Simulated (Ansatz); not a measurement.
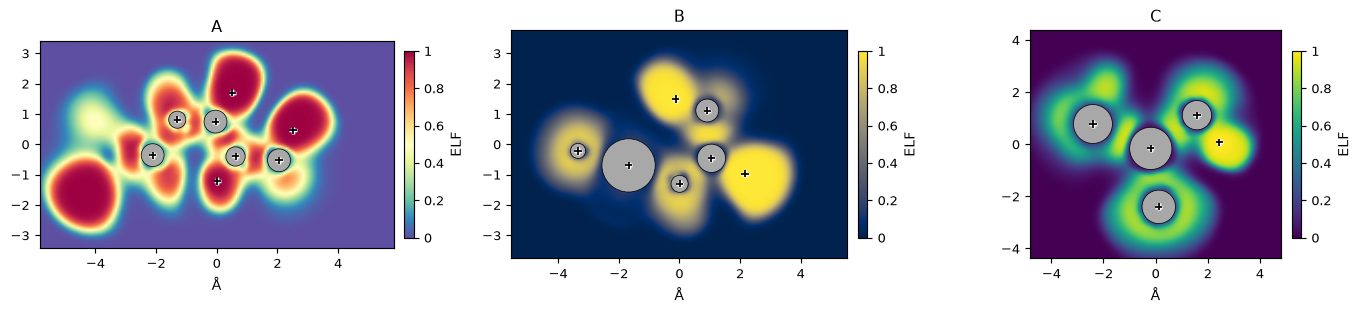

The electron localisation function of 3 systems, each on a plane through atoms (crosses mark nuclei in the plane; grey discs cover the cores).

Method: Ansatz, RKS PBE0-D4/def2-SVP.

System 1: CH₄BFOZn (SMILES CB[O][Zn][F]), the plane of atoms B2, O3 and Zn4. 

```yaml
atoms:
  - { symbol: C, position_ang: [-0.4327, -1.0299, 0.2068] }
  - { symbol: B, position_ang: [0.6275, -0.0799, 0.8959] }
  - { symbol: O, position_ang: [0.9750, 1.1248, 0.4140] }
  - { symbol: Zn, position_ang: [0.2535, 1.7726, -1.0880] }
  - { symbol: F, position_ang: [-0.3826, 2.4947, -2.5285] }
  - { symbol: H, position_ang: [-1.2711, -1.2243, 0.8978] }
  - { symbol: H, position_ang: [-0.8634, -0.6475, -0.7400] }
  - { symbol: H, position_ang: [0.0119, -2.0173, -0.0040] }
  - { symbol: H, position_ang: [1.1704, -0.4393, 1.9287] }
```

System 2: C₃H₈BNO, the plane of atoms N5, C4 and H11. 

```xyz
14

B     1.8417   -2.1453    0.8233
C     0.7995   -1.1223    0.8136
O    -0.3718   -1.3157    0.0286
C    -1.0280   -0.3425   -0.4372
N    -0.6380    0.9156   -0.3003
C    -1.3162    2.0535   -0.8634
H     1.7554   -3.1416    0.1338
H     2.8181   -1.9682    1.5239
H     0.7035   -0.2251    1.4367
H     0.3101    1.0091    0.0757
H    -1.9451   -0.5771   -0.9881
H    -2.2628    1.7321   -1.3198
H    -1.5452    2.7987   -0.0862
H    -0.7061    2.5352   -1.6432
```

System 3: AlAsBrH₃S, the plane of atoms Al2, S1 and H5. 

```csv
atom,x (Å),y (Å),z (Å)
S,-1.3826,1.6874,-0.5759
Al,-0.2827,-0.1853,-0.3693
As,2.0448,-0.2075,0.2751
Br,-1.3476,-2.1068,-0.9126
H,-2.5014,1.0874,-1.0424
H,1.7927,0.9326,1.2585
H,1.7381,-1.2758,1.3208
```

Question: Match each panel to its system.

Answer: Panel A is system 2, C₃H₈BNO: the plane holds C, O, N and H. C–O (1.26 Å): the ELF peaks at about 0.90 between the atoms (a short, strongly polar bond). Panel B is system 1, CH₄BFOZn: the plane holds C, B, O, Zn, F and H. B–O (1.34 Å): the ELF peaks at about 0.90 between the atoms (a short, strongly polar bond). Panel C is system 3, AlAsBrH₃S: the plane holds S, Al, As, Br and H. Al–S (2.18 Å): the ELF peaks at about 0.90 in the valence shell of S, 1.0 Å from its nucleus, and is about 0.90 at the midpoint.
